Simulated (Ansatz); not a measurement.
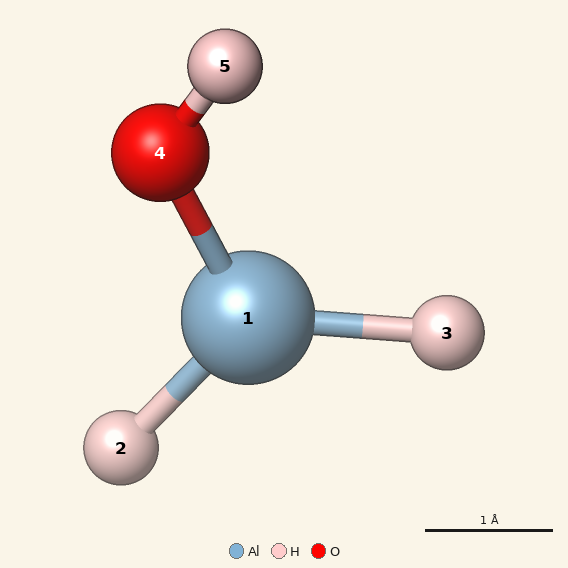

Orthographic view. Distant atoms are faded towards the background colour. The computed structure is the end point of a PBE0-D4/def2-TZVP optimisation.

List all interatomic distances (Å) as a matrix.

| atom | Al1 | H2 | H3 | O4 | H5 |
| --- | --- | --- | --- | --- | --- |
| Al1 | 0.00 |  |  |  |  |
| H2 | 1.58 | 0.00 |  |  |  |
| H3 | 1.59 | 2.80 | 0.00 |  |  |
| O4 | 1.70 | 2.78 | 2.84 | 0.00 |  |
| H5 | 2.36 | 3.66 | 3.06 | 0.96 | 0.00 |
